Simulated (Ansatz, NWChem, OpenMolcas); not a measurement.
Abstraction of Cl: AlClF2 + BF2 → AlF2 + BClF2

Species: AlClF2 `[F][Al]([F])[Cl]`, singlet; BF2 `F[B]F`, doublet; AlF2 `[F][Al][F]`, doublet; BClF2 (chlorodifluoroborane) `FB(F)Cl`, singlet. A radical takes Cl: the energy is the difference in strength between the Al–Cl bond broken and the B–Cl bond made.

Shapes, held fixed at every level: PBE0-D4/def2-TZVP. Programs: Ansatz 0.2.0, NWChem 7.3.0, OpenMolcas 26.06. A level may come from different programs for different species; with the same settings they agree closely. The zero-point and thermal change to 298 K, harmonic and unscaled (PBE0-D4/def2-TZVP), is +2.0 kJ/mol.

| level | kind | ΔH(298 K) (kJ/mol) | less CCSD(T)/CBS estimate |
| --- | --- | --- | --- |
| HF/def2-SVP | Hartree–Fock | -14.4 | +5.9 |
| SPW92/def2-TZVPP | LDA | -53.0 | -32.7 |
| PBE-D4/def2-TZVPP | GGA | -36.4 | -16.1 |
| PBE0/def2-SVP | global hybrid | -39.2 | -18.9 |
| PBE0-D4/def2-TZVPP | global hybrid | -31.0 | -10.7 |
| CCSD/def2-SVP | coupled cluster or CI | -29.9 | -9.6 |
| CCSD/def2-TZVPP | coupled cluster or CI | -21.3 | -1.0 |
| CCSD(T)/CBS estimate | coupled cluster or CI | -20.3 | 0.0 |

The highest level, CCSD(T)/CBS estimate, gives ΔH(298 K) = -20.3 kJ/mol; the levels span -53.0 to -14.4. The column of differences is taken from that level and isn't an error. No measured value is set beside it here. Open shells run unrestricted. The CBS estimate extrapolates MP2 from def2-TZVPP and def2-QZVPP and adds CCSD(T) − MP2 in the triple-zeta set, cores frozen.

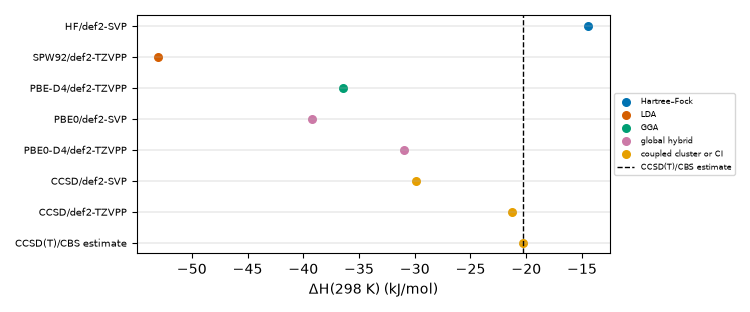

The values of the table, level by level.
